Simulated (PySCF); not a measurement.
## A study: C2H5N, SMILES `C=CN`

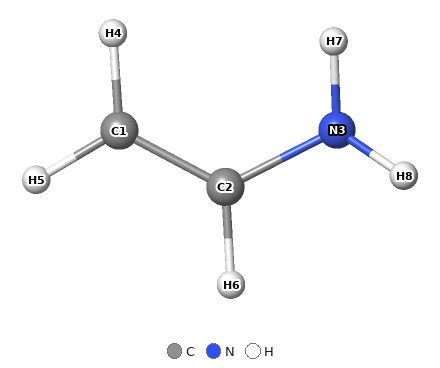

The molecule, with its atoms numbered as below. No frequency check shows the geometry to be a minimum.

Coordinates in Å:

```
C1       1.2327   -0.1962    0.0148
C2       0.0685    0.4395    0.0022
N3      -1.1689   -0.1724   -0.0823
H4       1.2881   -1.2716    0.0260
H5       2.1626    0.3392   -0.0031
H6       0.0230    1.5203   -0.0158
H7      -1.1622   -1.1612    0.1208
H8      -1.9364    0.3202    0.3459
```

Part 1: Bonding charge

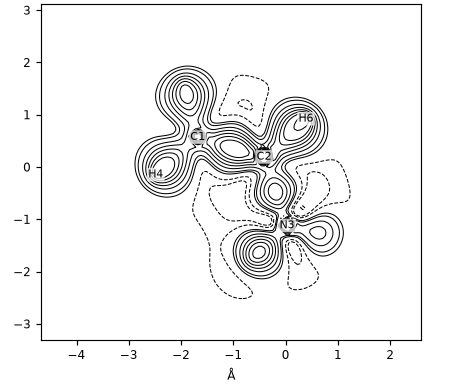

Deformation density (molecule less spherical, spin-averaged free atoms) in the plane of C1, C2, N3, H4 and H6; contours at ±0.05 to ±0.8 e/Å³; solid lines: gain, dashed lines: loss.

Computed with PySCF, B3LYP/def2-SVP, geometry: GFN2-xTB.

Describe the bonding that the map shows.

Answer. C2–H6: +0.73 e/Å³ at the bond critical point (bond length 1.08 Å, Mayer order 1.0). C1–C2: +0.70 e/Å³ at the bond critical point (bond length 1.33 Å, Mayer order 1.9). C1–H4: +0.67 e/Å³ at the bond critical point (bond length 1.08 Å, Mayer order 1.0). C2–N3: +0.37 e/Å³ at the bond critical point (bond length 1.38 Å, Mayer order 1.2). In all, 1.7 electrons gather in the regions of gain relative to the promolecule.

Where do the Hirshfeld charges lie?

Answer. The highest Hirshfeld charge is on H8 (+0.12 e), the lowest on N3 (−0.19 e).

```json
{"atom": "C1", "charge (e)": "−0.17"}
{"atom": "C2", "charge (e)": "0.00"}
{"atom": "N3", "charge (e)": "−0.19"}
{"atom": "H4", "charge (e)": "+0.03"}
{"atom": "H5", "charge (e)": "+0.03"}
{"atom": "H6", "charge (e)": "+0.04"}
{"atom": "H7", "charge (e)": "+0.12"}
{"atom": "H8", "charge (e)": "+0.12"}
```

Part 2: Bond critical points

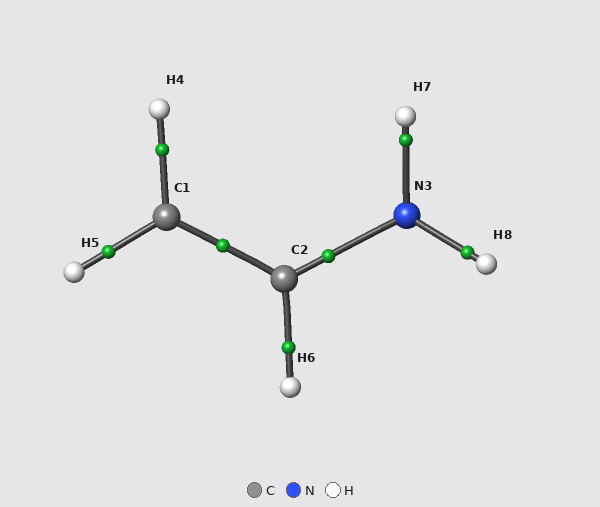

Molecular graph of the electron density (QTAIM): bond paths, bond critical points (green), ring points (magenta, if any); weak paths are dashed.

How many critical points of each kind are there, and does the count close?

Answer. 8 nuclei, 7 bond, 0 ring and 0 cage critical points: 8 − 7 + 0 − 0 = 1, as the Poincaré–Hopf relation requires.

What does the calculation give at each kind of bond critical point?

Answer.
| bond | length (Å) | ρ (a.u.) | ∇²ρ (a.u.) | ε | H (a.u.) |
| --- | --- | --- | --- | --- | --- |
| C1–C2 | 1.327 | 0.344 | −0.94 | 0.45 | −0.377 |
| N3–H8 | 1.007 | 0.337 | −1.57 | 0.05 | −0.444 |
| N3–H7 | 1.009 | 0.336 | −1.57 | 0.05 | −0.442 |
| C2–N3 | 1.383 | 0.306 | −0.94 | 0.06 | −0.465 |
| C2–H6 | 1.082 | 0.286 | −1.10 | 0.03 | −0.314 |
| C1–H5 | 1.073 | 0.282 | −1.06 | 0.05 | −0.311 |
| C1–H4 | 1.077 | 0.279 | −1.03 | 0.04 | −0.304 |

What kind of interaction is C2–H6?

Answer. Shared-shell (covalent): ρ = 0.286, ∇²ρ = −1.10, H = −0.314 a.u.

Part 3: Electrostatic potential

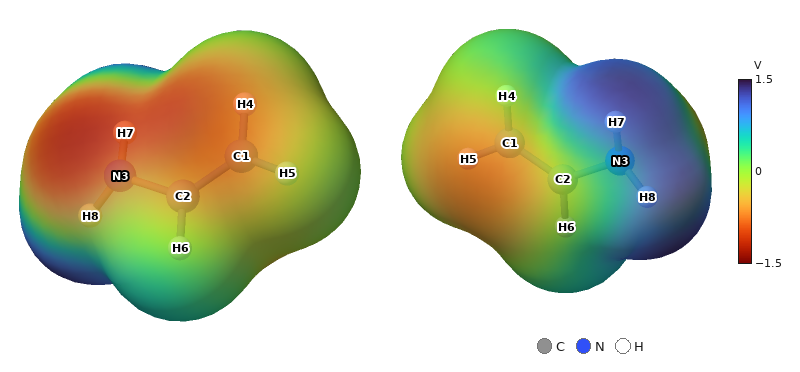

Electrostatic potential on the surface of electron density 0.001 a.u. (back view left, front view right).

Where are the extremes of the potential on the surface?

Answer. Highest: 1.42 V, 1.3 Å from H8. Further maxima include 0.16 V, 1.4 Å from H5. Lowest: −1.19 V, 1.9 Å from N3. Further minima include −0.87 V, over C1, off the plane of its three bonds (2.1 Å). The surface is sampled at points, so like sites can differ by a few per cent and only the strongest of them is named.

What volume does the surface enclose, and what is the dipole moment?

Answer. About 72 Å³; the dipole moment is 1.7 D.
